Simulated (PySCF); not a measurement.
**One shape, several levels: singlet CClF**

We compute a comparison of 6 runs (B2PLYP/STO-6G, SVWN5/STO-6G, BCCD(T)/STO-6G, CCSDTQ/STO-6G, NEVPT2(2,2)/STO-6G, QCISD(T)/STO-6G) of singlet CClF. 

Program for the calculation: PySCF 2.14.0.

18 further runs of the same task are left out: 6 that didn't finish, 12 set aside as unsound or not needed.

## 1. The molecule

The species is CClF (3 atoms), meant as a singlet with charge 0. SMILES of the parent species: `F[C]Cl`. The shape is that of a GFN2-xTB optimisation. That shape belongs to the parent species and isn't relaxed for this state.

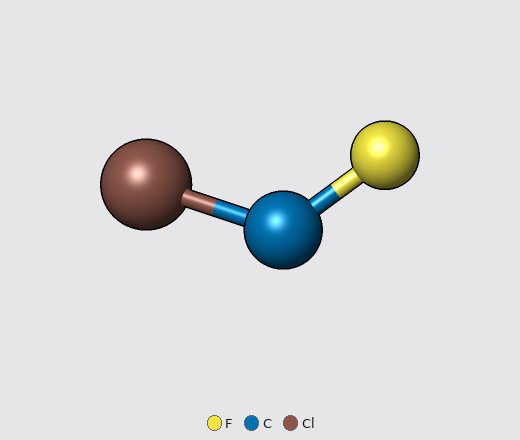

Viewed from a chosen angle; fluorine yellow, carbon blue, chlorine brown.

## 2. The energy at B2PLYP/STO-6G (run 1)

Input file calc.py:

```python
from pyscf import gto, dft, mp

mol = gto.M(
    atom='''
F     -1.887137     1.208461    -0.894823
C     -0.409277    -0.741132    -0.303811
Cl     2.296395    -0.467329     1.198634
''',
    charge=0,
    max_memory=1860,
    unit='bohr',
    basis='sto-6g',
    verbose=3,
)

myscf = dft.RKS(mol)
myscf.xc = '0.53*HF + 0.47*B88, 0.73*LYP'
myscf.conv_tol = 1e-10
myscf.grids.level = 5
myscf.kernel()
if not myscf.converged:
    myscf = myscf.newton().run(myscf.mo_coeff, myscf.mo_occ)

pt = mp.MP2(myscf, frozen=7).run()
etot = myscf.e_tot + 0.27 * pt.e_corr
print('PT2 part  %.8f' % (0.27 * pt.e_corr))
print(f'total energy: {etot:.8f} hartree')
```

Run with:

```sh
OMP_NUM_THREADS=1 python calc.py
```

Standard output:

```text
converged SCF energy = -595.439491312327
E(RMP2) = -595.561028310697  E_corr = -0.121536998370184
E(SCS-RMP2) = -595.562044358667  E_corr = -0.122553046339591
PT2 part  -0.03281499
total energy: -595.47230630 hartree
```

Run time: 3.3 s. Hardware: 1 thread of Arm Neoverse V1, shared host; peak memory 0.19 GiB.

## 3. The energy at SVWN5/STO-6G (run 2)

Input file job.py:

```python
from pyscf import gto, dft

system = gto.M(
    atom='''
F   -0.998630   0.639490  -0.473520
C   -0.216580  -0.392190  -0.160770
Cl   1.215200  -0.247300   0.634290
''',
    charge=0,
    basis='sto-6g',
    spin=0,
    max_memory=1860,
    verbose=3,
)

myscf = dft.RKS(system)
myscf.xc = 'svwn'
myscf.conv_tol = 1e-10
myscf.grids.level = 5
myscf.kernel()
if not myscf.converged:
    myscf = myscf.newton().run(myscf.mo_coeff, myscf.mo_occ)

e_final = myscf.e_tot
print('E = %.10f Eh' % e_final)
```

Run with:

```sh
OMP_NUM_THREADS=1 python job.py
```

Standard output:

```text
converged SCF energy = -593.258068746839
E = -593.2580687468 Eh
```

It took 2.2 s on 1 thread of Arm Neoverse V1, shared host; peak memory 0.14 GiB.

Runs 3 to 4 aren't shown in full; the table further down has their settings and results.

## 4. A single-point energy at NEVPT2(2,2)/STO-6G (run 5)

Input file mol.xyz:

```xyz
3
CClF
F     -0.998630     0.639490    -0.473520
C     -0.216580    -0.392190    -0.160770
Cl     1.215200    -0.247300     0.634290
```

Input file run.py:

```python
import numpy
from pyscf import gto, scf, mp, mcscf, mrpt

mol = gto.M(
    atom='mol.xyz',
    verbose=4,
    basis='sto-6g',
    max_memory=1860,
)

hf = mol.RHF()
hf.conv_tol = 1e-10
hf.kernel()
if not hf.converged:
    hf = hf.newton().run(hf.mo_coeff, hf.mo_occ)

pt = mp.MP2(scf.addons.convert_to_uhf(hf)).run()
noons, natorbs = mcscf.addons.make_natural_orbitals(pt)
print('natural occupations', numpy.round(noons[:40], 4))
cas = mcscf.CASSCF(hf, 2, 2)
cas.fix_spin_(ss=0.0)
cas.natorb = True
cas.kernel(natorbs)
e_pt2 = mrpt.NEVPT(cas).kernel()
energy = cas.e_tot + e_pt2
print('E(%s) = %.9f' % ('NEVPT2', energy))
```

Run with:

```sh
OMP_NUM_THREADS=1 python run.py
```

Standard output:

```text
PySCF version 2.14.0

[INPUT] num. atoms = 3
[INPUT] num. electrons = 32
[INPUT] charge = 0
[INPUT] spin (= nelec alpha-beta = 2S) = 0
[INPUT] symmetry False subgroup None
[INPUT] Mole.unit = angstrom
[INPUT] Symbol           X                Y                Z      unit          X                Y                Z       unit  Magmom
[INPUT]  1 F     -0.998630000000   0.639490000000  -0.473520000000 AA   -1.887137199774   1.208460959398  -0.894823114504 Bohr   0.0
[INPUT]  2 C     -0.216580000000  -0.392190000000  -0.160770000000 AA   -0.409276884058  -0.741131688793  -0.303811269046 Bohr   0.0
[INPUT]  3 Cl     1.215200000000  -0.247300000000   0.634290000000 AA    2.296395186571  -0.467329270605   1.198634383550 Bohr   0.0

nuclear repulsion = 85.0755005712929
number of shells = 11
number of NR pGTOs = 114
number of NR cGTOs = 19
basis = sto-6g
ecp = {}

[... 39 lines left out ...]
converged SCF energy = -594.582930652614
[... 32 lines left out ...]
sorting_mo_energy = False
[... 40 lines left out ...]
1-step CASSCF converged in  13 macro (205 JK  45 micro) steps
[... 2 lines left out ...]
Natural orbital (expansion on meta-Lowdin AOs) in CAS space
[... 8 lines left out ...]
CASSCF energy = -594.598628822455
[... 2 lines left out ...]
******** <class 'pyscf.mrpt.nevpt2.NEVPT'> ********
NEVPT2 (1e+1e, 2o), ncore = 15, nvir = 2
root = 0
Natural occ [1.92095377 0.07904623]
Natural orbital (expansion on meta-Lowdin AOs) in CAS space
               #1        #2
0 F 1s          -0.00058   0.00000
0 F 2s           0.06063  -0.00002
0 F 2px         -0.08008   0.14332
[... 15 lines of this table left out ...]
2 Cl 3pz        -0.05534  -0.22916
<CAS-nat-orb|mo-hf>  16     16      -0.90492544
<CAS-nat-orb|mo-hf>  17     17       0.99995510
Sr    (-1)',   E = -0.00000000007593
Si    (+1)',   E = -0.00000000019872
Sijrs (0)  ,   E = -0.02983630587974
Sijr  (+1) ,   E = -0.02560095418363
Srsi  (-1) ,   E = -0.00188412918301
Srs   (-2) ,   E = -0.00220867551527
Sij   (+2) ,   E = -0.00412542157587
Sir   (0)' ,   E = -0.00237503268273
Nevpt2 Energy = -0.066030519294891
E(NEVPT2) = -594.664659342
```

Wall time 1.7 s (1 thread of Arm Neoverse V1, shared host); peak memory 0.12 GiB.

## 5. A single-point energy at QCISD(T)/STO-6G (run 6)

Input file calc.py:

```python
from pyscf import gto, cc

system = gto.M(
    atom='''
F   -0.998630   0.639490  -0.473520
C   -0.216580  -0.392190  -0.160770
Cl   1.215200  -0.247300   0.634290
''',
    max_memory=1860,
    verbose=3,
    charge=0,
    spin=0,
    basis='sto-6g',
)

myscf = system.RHF()
myscf.conv_tol = 1e-10
myscf.kernel()
if not myscf.converged:
    myscf = myscf.newton().run(myscf.mo_coeff, myscf.mo_occ)

mycc = cc.QCISD(myscf, frozen=7)
mycc.kernel()
e_t = mycc.qcisd_t()
etot = mycc.e_tot + e_t
print('Final energy', etot)
```

Run with:

```sh
OMP_NUM_THREADS=1 python calc.py
```

Standard output:

```text
converged SCF energy = -594.582930652614
E(QCISD) = -594.6837677623828  E_corr = -0.1008371097689628
QCISD(T) correction = -0.00537101465996662
Final energy -594.6891387770428
```

Wall time 1.2 s (1 thread of Arm Neoverse V1, shared host); peak memory 0.12 GiB.

## 6. Overview of the runs

| run | level | frozen core orbitals | integration grid | energy (Eh) | dipole moment (D) of the reference | HOMO energy (eV) | LUMO energy (eV) | wall time |
| --- | --- | --- | --- | --- | --- | --- | --- | --- |
| 1 | B2PLYP/STO-6G | 7 | 5 | -595.472306 | 1.35 | -5.57 | 2.08 | 3.3 s |
| 2 | SVWN5/STO-6G | – | 5 | -593.258069 | 1.64 | -1.89 | -0.79 | 2.2 s |
| 3 | BCCD(T)/STO-6G | 7 | – | -594.687951 | – | – | – | 1.5 s |
| 4 | CCSDTQ/STO-6G | 7 | – | -594.689118 | 1.14 | -8.30 | 5.23 | 13 s |
| 5 | NEVPT2(2,2)/STO-6G | – | – | -594.664659 | 1.14 | -8.30 | 5.23 | 1.7 s |
| 6 | QCISD(T)/STO-6G | 7 | – | -594.689139 | 1.14 | -8.30 | 5.23 | 1.2 s |

## 7. Outcome

```
                                          quantity          value
                               run 6: total energy  -594.68914 Eh
       run 6: dipole moment (Hartree–Fock density)         1.14 D
        run 6: HOMO energy (Hartree–Fock orbitals)       -8.30 eV
        run 6: LUMO energy (Hartree–Fock orbitals)        5.23 eV
      run 6: HOMO–LUMO gap (Hartree–Fock orbitals)       13.53 eV
run 6: correlation energy (7 core orbitals frozen)     -106.2 mEh
                             run 6: (T) correction      -5.37 mEh
                              run 6: T1 diagnostic          0.022
```

What this shows: Totals of different functionals can't be ranked against each other. In runs 1, 2, 3, 4, 5, 6 the basis is minimal, so the values are rough. All runs together took 23 s, the longest 13 s.
